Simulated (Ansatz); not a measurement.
Cl₄FH₂OTa

The calculation's input:

```
crystal:
  periodic: [false, false, false]
  atoms:
    - { symbol: Ta, position_ang: [-0.292905, 0.240653, 0.132214] }
    - { symbol: F, position_ang: [1.598125, 0.231428, 0.372625] }
    - { symbol: Cl, position_ang: [-0.402394, 0.578034, 2.420869] }
    - { symbol: Cl, position_ang: [0.195347, -0.555467, -2.007246] }
    - { symbol: Cl, position_ang: [-1.061093, 2.269379, -0.498848] }
    - { symbol: Cl, position_ang: [-2.091979, -1.174194, 0.241572] }
    - { symbol: O, position_ang: [1.266871, -2.424648, 0.974092] }
    - { symbol: H, position_ang: [1.406655, -3.010637, 0.233245] }
    - { symbol: H, position_ang: [2.002174, -1.782647, 0.921476] }
basis:
  gaussian: { orbitals: def2-SVP }
hamiltonian:
  xc: { name: BHLYP }
  dispersion: d4
relax:
  f_tol: 0.03
  max_steps: 50
output:
  orbitals: {}
```

Launched as:

```sh
ansatz run input.yaml --threads 4 --pin off --max-ram 5120MiB --backend cpu --events-out ev --progress --plain --runs-dir out
```

The fields are those of the run's last geometry, not of the input's.

Core potentials replace the inner electrons of Ta.

Method: Ansatz, RKS BHLYP-D4/def2-SVP.

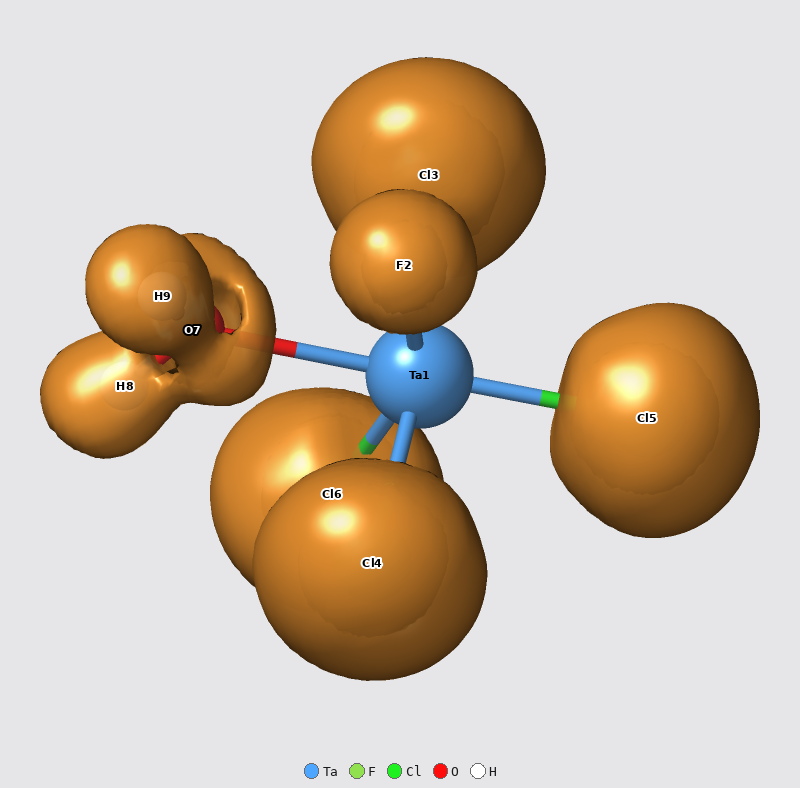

Figure 1. Isosurface of the electron localisation function at 0.8 (orange), seen at a tilt. Only the valence region is drawn (cores and ρ < 0.01 e/Å³ removed).

Question: Describe the localisation domains.

Answer: The surface consists of four regions wrapped around Cl (the valence shell of each), one region wrapped around F (its valence shell) and one joined region spread over several atoms (H, O), in which their bonds and any lone pairs are merged.


Ta–F (1.88 Å): the ELF peaks at about 0.85 in the valence shell of F, 0.5 Å from its nucleus, and drops to about 0.20 between the two atoms. Ta–Cl (2.27 Å): the ELF peaks at about 0.85 in the valence shell of Cl, 0.8 Å from its nucleus, and is about 0.40 at the midpoint.

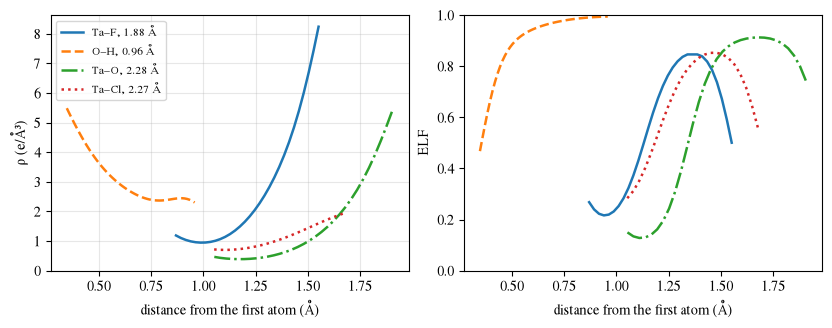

Figure 2. Electron density and ELF along straight lines between neighbouring atoms. The curves leave out the atomic cores.

Question: Compare the contacts.

Answer: Ta–F (1.88 Å): the density is about 0.99 e/Å³ at the midpoint; the ELF peaks at about 0.85 in the valence shell of F, 0.5 Å from its nucleus, and drops to about 0.20 between the two atoms.
O–H (0.96 Å): ρ is about 3.8 e/Å³ halfway; the ELF climbs to about 1 towards the hydrogen, as it does in any bond to H: a covalent bond by its length.
Ta–O (2.28 Å): ρ is about 0.39 e/Å³ halfway; the ELF peaks at about 0.90 in the valence shell of O, 0.6 Å from its nucleus, and drops to about 0.15 between the two atoms.
Ta–Cl (2.27 Å): ρ is about 0.71 e/Å³ halfway; the ELF peaks at about 0.85 in the valence shell of Cl, 0.8 Å from its nucleus, and is about 0.40 at the midpoint.

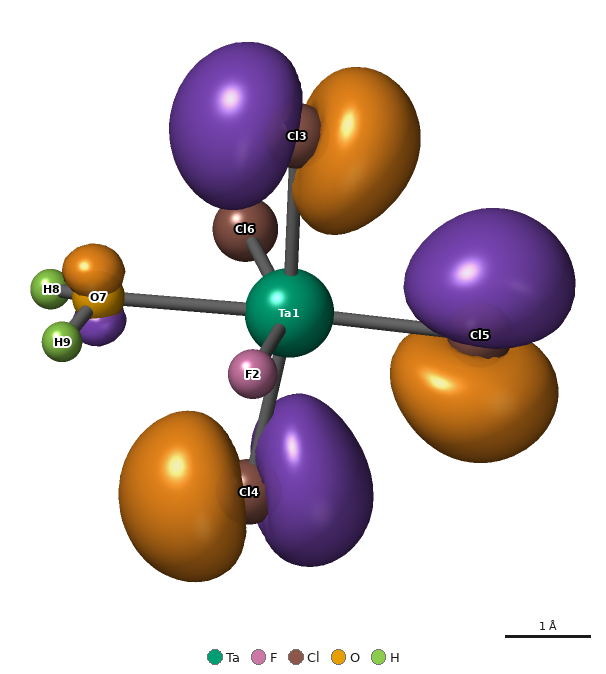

Figure 3. The HOMO−1 at ±0.1 Å⁻³ᐟ² (orange and purple are the two phases), seen at a tilt.

Question: What is the character of this orbital?

Answer: By Hirshfeld shares it lies mainly on Cl5 (about 35 %), Cl4 (about 30 %) and Cl3 (about 30 %); largely a combination of lone pairs on Cl5, Cl4 and Cl3. Its energy is −10.23 eV.
